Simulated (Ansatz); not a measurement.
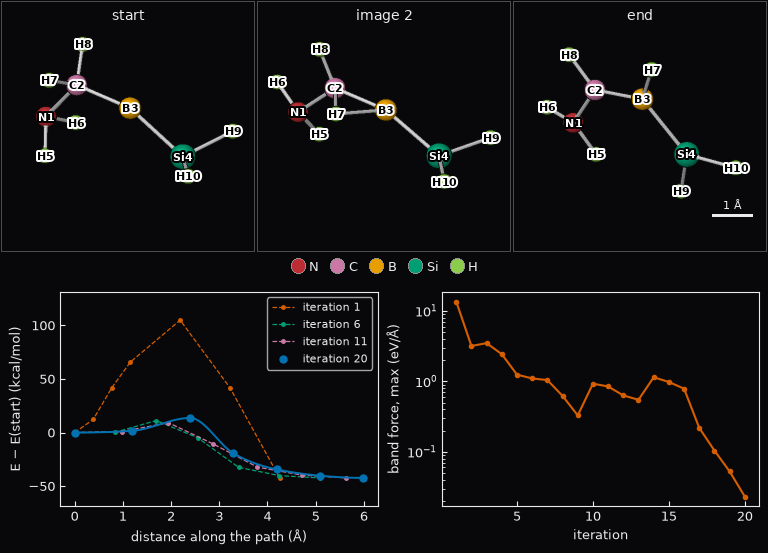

NEB run on CH₆BNSi. Images are numbered from 0 (start) to 6 (end). The plot follows the band through its iterations. A ball-and-stick model, seen from a free direction.

The calculation used Ansatz, UKS PBE-D4/STO-3G. Settings: 5 movable images; climbing image; force threshold 0.03 eV/Å; iteration limit 60; starting path through a guess of the saddle point.

> How did the profile develop, and is the result final?

The result is final at these settings. The band converged in 20 iterations. The largest component of the band force went from 14 to 0.023 eV/Å. The climbing image converged on the top of the path. Its vibrational analysis gives one imaginary mode (880i cm⁻¹), as a transition state must have. The first iteration put the highest image at 104.9 kcal/mol. Forward barrier 13.6 kcal/mol, backward barrier 55.9 kcal/mol, with image 2 at the top; the reaction energy is −42.3 kcal/mol.

Limits of the set-up: STO-3G is a minimal basis, so the numbers are rough.

Cost: 3.9 min on 1 thread of Arm Neoverse V1 (shared host), peak memory 0.11 GiB.
